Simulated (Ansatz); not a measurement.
## Run report: CH₅AlF₂, geometry relaxation (part 2 of 2)

CH₅AlF₂; RKS PBE-D4/6-31G* (Ansatz 0.2.0). It belongs to a series of runs on one base structure; here: end point A relaxed.

Geometry of the input (Å):
```
Al -0.4316  0.1501  -1.0292
C  1.0164  0.3464  0.2803
F  -0.5272  -1.1600  -2.0566
F  -1.5968  1.3230  -1.2474
H  -0.8921  -0.7650  1.1691
H  -1.5137  -1.0674  1.2723
H  0.6895  0.9353  1.1533
H  1.8782  0.8742  -0.1679
H  1.3772  -0.6365  0.6261
```

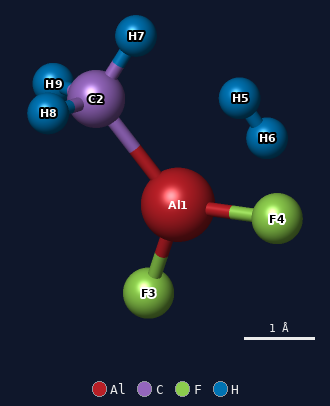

The geometry at step 20 of the log (ball-and-stick view, seen at a tilt; atoms are numbered from 1 in the order of the input).

### Trajectory as extended XYZ, continued
```
9
Properties=species:S:1:pos:R:3:forces:R:3 step=10 energy=-13141.53100 accepted=F
Al   -0.3987    0.1178   -0.8830   -0.0057   0.0006  -0.0116
C     1.1697    0.4301    0.2280   -0.0040  -0.0012   0.0018
F    -0.5461   -1.2292   -1.8574    0.0054   0.0082   0.0107
F    -1.6120    1.2517   -1.0492    0.0115  -0.0053   0.0058
H    -1.2205   -0.9423    1.2815   -0.1644  -0.0434  -0.0904
H    -1.8741   -1.1227    0.9381    0.1614   0.0417   0.0906
H     0.9247    1.0552    1.1033    0.0011  -0.0002  -0.0053
H     1.9518    0.9578   -0.3463   -0.0053  -0.0032   0.0023
H     1.6053   -0.5184    0.5849   -0.0001   0.0027  -0.0037
9
Properties=species:S:1:pos:R:3:forces:R:3 step=11 energy=-13141.53143
Al   -0.3945    0.1238   -0.8984   -0.0021  -0.0061   0.0291
C     1.1632    0.4269    0.2290   -0.0030   0.0012  -0.0151
F    -0.5367   -1.2207   -1.8753   -0.0005  -0.0078  -0.0072
F    -1.6037    1.2607   -1.0649   -0.0070   0.0070  -0.0038
H    -1.2143   -0.9399    1.2872    0.0008   0.0008  -0.0011
H    -1.8738   -1.1348    0.9781   -0.0042  -0.0017  -0.0028
H     0.9164    1.0513    1.1038   -0.0060   0.0006  -0.0007
H     1.9453    0.9551   -0.3437    0.0245   0.0095   0.0026
H     1.5981   -0.5223    0.5840   -0.0024  -0.0035  -0.0011
9
Properties=species:S:1:pos:R:3:forces:R:3 step=12 energy=-13141.53156
Al   -0.3974    0.1182   -0.8806    0.0195   0.0116  -0.0077
C     1.1727    0.4320    0.2271   -0.0118  -0.0060   0.0001
F    -0.5416   -1.2279   -1.8552   -0.0054  -0.0094  -0.0008
F    -1.6054    1.2563   -1.0489   -0.0098   0.0020   0.0028
H    -1.2340   -0.9455    1.2753   -0.0159  -0.0037  -0.0067
H    -1.8878   -1.1367    0.9503    0.0192   0.0050   0.0070
H     0.9314    1.0600    1.1009   -0.0005   0.0003   0.0053
H     1.9510    0.9586   -0.3527    0.0036   0.0031  -0.0044
H     1.6112   -0.5150    0.5836    0.0010  -0.0029   0.0044
9
Properties=species:S:1:pos:R:3:forces:R:3 step=13 energy=-13141.53161
Al   -0.3954    0.1216   -0.8862   -0.0105  -0.0095   0.0105
C     1.1715    0.4316    0.2269    0.0038   0.0046  -0.0090
F    -0.5458   -1.2297   -1.8534    0.0034   0.0054  -0.0038
F    -1.6084    1.2557   -1.0486    0.0057   0.0022  -0.0047
H    -1.2282   -0.9414    1.2734   -0.0050  -0.0011   0.0017
H    -1.8812   -1.1370    0.9505    0.0067   0.0008   0.0013
H     0.9269    1.0583    1.1009   -0.0007   0.0008   0.0010
H     1.9543    0.9578   -0.3479   -0.0026  -0.0019   0.0032
H     1.6061   -0.5169    0.5843   -0.0008  -0.0013  -0.0001
9
Properties=species:S:1:pos:R:3:forces:R:3 step=14 energy=-13141.53166
Al   -0.3971    0.1218   -0.8889    0.0003  -0.0004  -0.0003
C     1.1678    0.4299    0.2274    0.0028   0.0025  -0.0045
F    -0.5443   -1.2263   -1.8610   -0.0007   0.0019   0.0022
F    -1.6062    1.2593   -1.0562    0.0020  -0.0016   0.0006
H    -1.2225   -0.9392    1.2817    0.0030   0.0026   0.0013
H    -1.8729   -1.1380    0.9561   -0.0041  -0.0033  -0.0023
H     0.9221    1.0560    1.1014    0.0001   0.0003   0.0006
H     1.9520    0.9559   -0.3456   -0.0030  -0.0019   0.0023
H     1.6010   -0.5193    0.5849   -0.0002  -0.0003   0.0001
9
Properties=species:S:1:pos:R:3:forces:R:3 step=15 energy=-13141.53168
Al   -0.3972    0.1218   -0.8868    0.0017   0.0005  -0.0006
C     1.1691    0.4307    0.2272    0.0001   0.0004  -0.0016
F    -0.5459   -1.2272   -1.8573   -0.0012   0.0003   0.0010
F    -1.6056    1.2599   -1.0546    0.0004  -0.0002   0.0002
H    -1.2263   -0.9386    1.2805   -0.0018   0.0014  -0.0003
H    -1.8739   -1.1421    0.9519    0.0018  -0.0019   0.0000
H     0.9247    1.0581    1.1008    0.0001   0.0000   0.0005
H     1.9526    0.9557   -0.3474   -0.0011  -0.0005   0.0006
H     1.6024   -0.5182    0.5854    0.0000  -0.0002   0.0003
9
Properties=species:S:1:pos:R:3:forces:R:3 step=16 energy=-13141.53166 accepted=F
Al   -0.3992    0.1242   -0.8746    0.0069   0.0035  -0.0029
C     1.1756    0.4357    0.2265   -0.0127  -0.0098   0.0181
F    -0.5615   -1.2325   -1.8317   -0.0043  -0.0059  -0.0031
F    -1.5987    1.2703   -1.0485   -0.0057   0.0074  -0.0025
H    -1.2518   -0.9247    1.2783   -0.1200  -0.0446  -0.0637
H    -1.8684   -1.1844    0.9209    0.1260   0.0445   0.0658
H     0.9403    1.0726    1.0959    0.0012  -0.0037  -0.0041
H     1.9578    0.9510   -0.3578    0.0080   0.0062  -0.0080
H     1.6060   -0.5122    0.5909    0.0006   0.0024   0.0004
9
Properties=species:S:1:pos:R:3:forces:R:3 step=17 energy=-13141.53179
Al   -0.3981    0.1232   -0.8816    0.0031   0.0020  -0.0016
C     1.1719    0.4329    0.2269   -0.0055  -0.0049   0.0082
F    -0.5536   -1.2295   -1.8456   -0.0026  -0.0028  -0.0009
F    -1.6021    1.2654   -1.0525   -0.0020   0.0035  -0.0012
H    -1.2383   -0.9303    1.2803   -0.0400  -0.0110  -0.0188
H    -1.8698   -1.1640    0.9378    0.0427   0.0104   0.0194
H     0.9315    1.0647    1.0985    0.0006  -0.0013  -0.0015
H     1.9552    0.9532   -0.3519    0.0035   0.0029  -0.0037
H     1.6034   -0.5157    0.5880    0.0002   0.0012   0.0001
9
Properties=species:S:1:pos:R:3:forces:R:3 step=18 energy=-13141.53075 accepted=F
Al   -0.4011    0.1284   -0.8720    0.0030   0.0011  -0.0063
C     1.1758    0.4372    0.2265   -0.0116  -0.0114   0.0268
F    -0.5739   -1.2336   -1.8201   -0.0057  -0.0028   0.0007
F    -1.5928    1.2818   -1.0526   -0.0032   0.0069  -0.0026
H    -1.2622   -0.9085    1.2829   -0.2746  -0.1348  -0.1669
H    -1.8516   -1.2187    0.9066    0.2819   0.1346   0.1671
H     0.9441    1.0797    1.0930    0.0026  -0.0065  -0.0089
H     1.9610    0.9452   -0.3602    0.0078   0.0066  -0.0086
H     1.6006   -0.5114    0.5958   -0.0002   0.0062  -0.0013
9
Properties=species:S:1:pos:R:3:forces:R:3 step=19 energy=-13141.53186
Al   -0.3992    0.1234   -0.8803    0.0034   0.0013  -0.0003
C     1.1714    0.4328    0.2274   -0.0051  -0.0045   0.0070
F    -0.5569   -1.2305   -1.8424   -0.0027  -0.0027  -0.0013
F    -1.6016    1.2670   -1.0524   -0.0019   0.0041  -0.0018
H    -1.2382   -0.9264    1.2792   -0.0394  -0.0107  -0.0180
H    -1.8646   -1.1680    0.9325    0.0413   0.0093   0.0193
H     0.9319    1.0656    1.0985    0.0006  -0.0012  -0.0016
H     1.9549    0.9520   -0.3521    0.0039   0.0031  -0.0032
H     1.6023   -0.5158    0.5894   -0.0001   0.0012  -0.0002
9
Properties=species:S:1:pos:R:3:forces:R:3 step=20 energy=-13141.53230
Al   -0.4035    0.1263   -0.8750    0.0069   0.0041  -0.0066
C     1.1705    0.4333    0.2286   -0.0035  -0.0043   0.0061
F    -0.5736   -1.2334   -1.8270   -0.0056  -0.0009   0.0045
F    -1.5943    1.2807   -1.0577    0.0004   0.0016   0.0000
H    -1.2484   -0.9053    1.2816   -0.1151  -0.0489  -0.0648
H    -1.8393   -1.2041    0.9117    0.1161   0.0456   0.0653
H     0.9352    1.0715    1.0970    0.0011  -0.0012  -0.0017
H     1.9556    0.9464   -0.3543    0.0010   0.0022  -0.0018
H     1.5977   -0.5153    0.5949   -0.0014   0.0016  -0.0010
9
Properties=species:S:1:pos:R:3:forces:R:3 step=21 energy=-13141.53152 accepted=F
Al   -0.4056    0.1345   -0.8729   -0.0128  -0.0170   0.0166
C     1.1707    0.4348    0.2295    0.0073   0.0041  -0.0097
F    -0.5981   -1.2381   -1.8028   -0.0028   0.0110   0.0050
F    -1.5862    1.2984   -1.0623    0.0110   0.0042  -0.0075
H    -1.2715   -0.8747    1.2867   -0.3119  -0.2099  -0.2240
H    -1.7997   -1.2584    0.8828    0.3129   0.2048   0.2224
H     0.9404    1.0804    1.0939   -0.0008  -0.0015  -0.0043
H     1.9600    0.9381   -0.3566    0.0028   0.0021   0.0056
H     1.5900   -0.5150    0.6018   -0.0057   0.0021  -0.0041
9
Properties=species:S:1:pos:R:3:forces:R:3 step=22 energy=-13141.53325
Al   -0.4056    0.1305   -0.8731    0.0078   0.0014  -0.0078
C     1.1702    0.4344    0.2289   -0.0010  -0.0019   0.0011
F    -0.5862   -1.2353   -1.8148   -0.0075   0.0014   0.0074
F    -1.5879    1.2923   -1.0641    0.0017   0.0009   0.0011
H    -1.2600   -0.8959    1.2865   -0.0884  -0.0385  -0.0525
H    -1.8185   -1.2298    0.8988    0.0888   0.0351   0.0509
H     0.9375    1.0763    1.0952    0.0011  -0.0006  -0.0001
H     1.9574    0.9425   -0.3556   -0.0012   0.0011   0.0003
H     1.5931   -0.5149    0.5980   -0.0014   0.0011  -0.0004
9
Properties=species:S:1:pos:R:3:forces:R:3 step=23 energy=-13141.53442
Al   -0.4038    0.1356   -0.8752   -0.0164  -0.0158   0.0170
C     1.1714    0.4354    0.2285    0.0077   0.0042  -0.0121
F    -0.5992   -1.2390   -1.8013   -0.0015   0.0092   0.0034
F    -1.5839    1.2998   -1.0652    0.0101   0.0058  -0.0079
H    -1.2780   -0.8794    1.2880   -0.0785  -0.0396  -0.0461
H    -1.7976   -1.2573    0.8875    0.0800   0.0350   0.0443
H     0.9393    1.0781    1.0944   -0.0018   0.0003  -0.0011
H     1.9606    0.9416   -0.3552    0.0027   0.0009   0.0048
H     1.5912   -0.5150    0.5984   -0.0025   0.0000  -0.0023
9
Properties=species:S:1:pos:R:3:forces:R:3 step=24 energy=-13141.53561
Al   -0.4108    0.1360   -0.8659    0.0183   0.0196  -0.0328
C     1.1708    0.4357    0.2283   -0.0023  -0.0045   0.0018
F    -0.6129   -1.2389   -1.7906   -0.0154  -0.0026   0.0250
F    -1.5719    1.3161   -1.0768    0.0015  -0.0077   0.0104
H    -1.3063   -0.8583    1.2994   -0.1614  -0.1332  -0.1411
H    -1.7601   -1.2953    0.8711    0.1629   0.1293   0.1291
H     0.9425    1.0806    1.0936    0.0032  -0.0003   0.0055
H     1.9596    0.9392   -0.3581   -0.0081  -0.0011  -0.0020
H     1.5890   -0.5151    0.5988    0.0013   0.0005   0.0042
9
Properties=species:S:1:pos:R:3:forces:R:3 step=25 energy=-13141.53623
Al   -0.4087    0.1466   -0.8636   -0.0418  -0.0353   0.0341
C     1.1755    0.4397    0.2287    0.0195   0.0097  -0.0317
F    -0.6465   -1.2508   -1.7469    0.0047   0.0246   0.0106
F    -1.5682    1.3291   -1.0702    0.0227   0.0028  -0.0113
H    -1.3515   -0.8346    1.2874   -0.2561  -0.3303  -0.2949
H    -1.7073   -1.3423    0.8307    0.2574   0.3270   0.2873
H     0.9534    1.0927    1.0896   -0.0039  -0.0005  -0.0023
H     1.9683    0.9320   -0.3619    0.0033   0.0013   0.0112
H     1.5851   -0.5122    0.6060   -0.0059   0.0008  -0.0029
9
Properties=species:S:1:pos:R:3:forces:R:3 step=26 energy=-13141.54001
Al   -0.4186    0.1477   -0.8526    0.0163   0.0379  -0.0058
C     1.1732    0.4387    0.2289    0.0099   0.0004  -0.0225
F    -0.6608   -1.2462   -1.7388   -0.0143  -0.0204   0.0249
F    -1.5571    1.3467   -1.0808    0.0043  -0.0124   0.0139
H    -1.4149   -0.8184    1.3006   -0.1452  -0.3460  -0.3134
H    -1.6264   -1.3753    0.8139    0.1396   0.3412   0.2897
H     0.9597    1.0995    1.0860   -0.0010  -0.0031   0.0024
H     1.9672    0.9208   -0.3685   -0.0054   0.0007   0.0065
H     1.5775   -0.5135    0.6112   -0.0041   0.0017   0.0042
9
Properties=species:S:1:pos:R:3:forces:R:3 step=27 energy=-13141.54551
Al   -0.4131    0.1573   -0.8419   -0.0675  -0.0416   0.0656
C     1.1862    0.4481    0.2279    0.0313   0.0157  -0.0535
F    -0.6976   -1.2655   -1.6711    0.0241   0.0207  -0.0103
F    -1.5579    1.3523   -1.0591    0.0285   0.0033  -0.0150
H    -1.4686   -0.8288    1.2561   -0.0487  -0.1430  -0.1027
H    -1.5955   -1.3971    0.7681    0.0424   0.1465   0.1049
H     0.9818    1.1213    1.0776   -0.0072  -0.0034  -0.0047
H     1.9820    0.9155   -0.3785    0.0044   0.0004   0.0182
H     1.5828   -0.5031    0.6208   -0.0072   0.0014  -0.0025
9
Properties=species:S:1:pos:R:3:forces:R:3 step=28 energy=-13141.54754
Al   -0.4071    0.1559   -0.8270   -0.0318  -0.0227  -0.0036
C     1.2060    0.4585    0.2181   -0.0003  -0.0014   0.0021
F    -0.6902   -1.2692   -1.6531    0.0119   0.0179   0.0126
F    -1.5504    1.3509   -1.0489    0.0135   0.0028  -0.0010
H    -1.5477   -0.8615    1.2737   -0.0118  -0.0521  -0.0533
H    -1.6195   -1.4048    0.7520    0.0207   0.0586   0.0444
H     1.0046    1.1315    1.0686    0.0023  -0.0020   0.0032
H     1.9954    0.9291   -0.3937   -0.0085  -0.0028  -0.0061
H     1.6089   -0.4903    0.6102    0.0041   0.0017   0.0018
9
Properties=species:S:1:pos:R:3:forces:R:3 step=29 energy=-13141.54819
Al   -0.4170    0.1522   -0.8137   -0.0053  -0.0105  -0.0208
C     1.2017    0.4559    0.2225   -0.0058  -0.0013   0.0025
F    -0.7031   -1.2746   -1.6366    0.0091   0.0121   0.0120
F    -1.5496    1.3546   -1.0495    0.0032  -0.0002   0.0067
H    -1.5492   -0.8565    1.2571   -0.0035  -0.0185  -0.0203
H    -1.5826   -1.3958    0.7292    0.0006   0.0203   0.0203
H     1.0067    1.1334    1.0711    0.0041  -0.0022   0.0014
H     1.9876    0.9222   -0.3969   -0.0057  -0.0012  -0.0028
H     1.6057   -0.4914    0.6168    0.0034   0.0015   0.0010
```

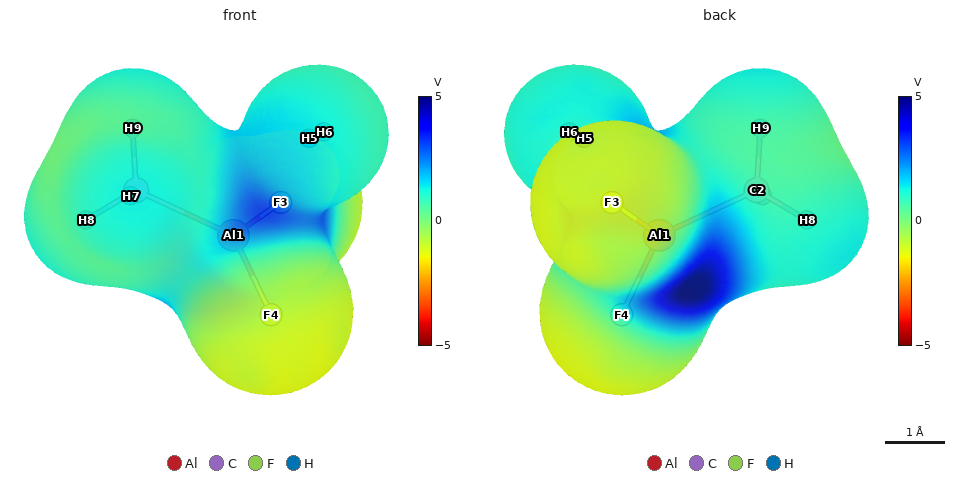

The electrostatic potential painted on the density surface at 0.004 e/bohr³, seen at a tilt and from behind; red is negative and blue positive. A positive charge is drawn to the negative regions and a negative charge to the positive ones.

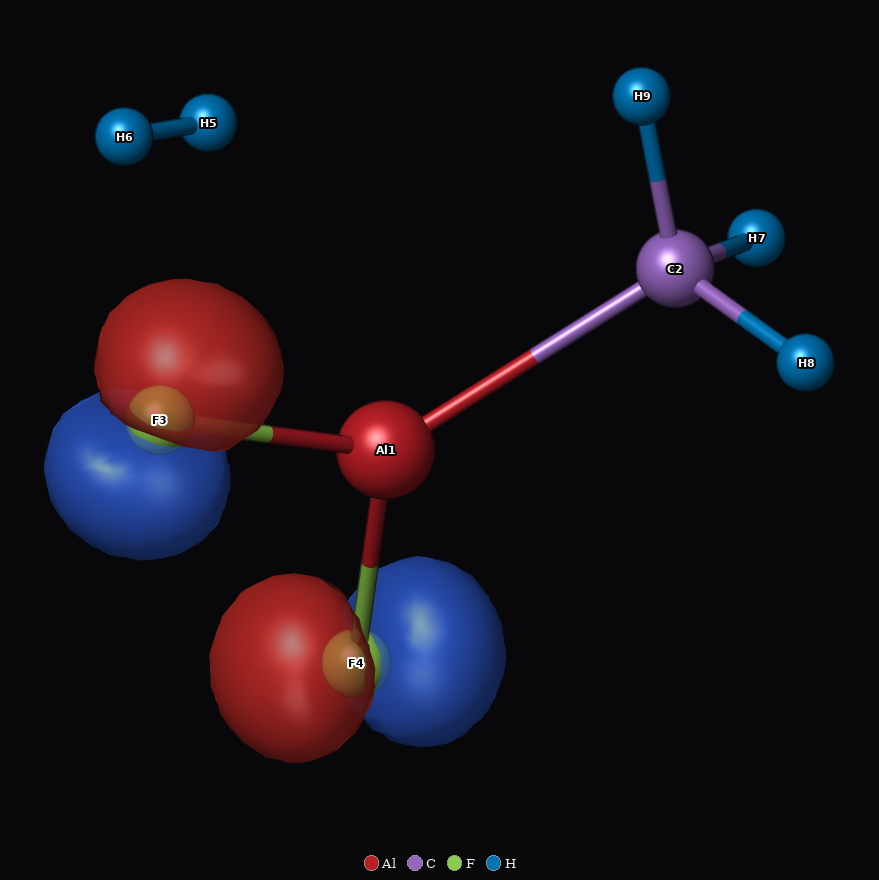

One frontier orbital at ±0.3 Å⁻³ᐟ² (red and blue are the two phases), seen at an oblique angle. The HOMO−1, at −8.43 eV.
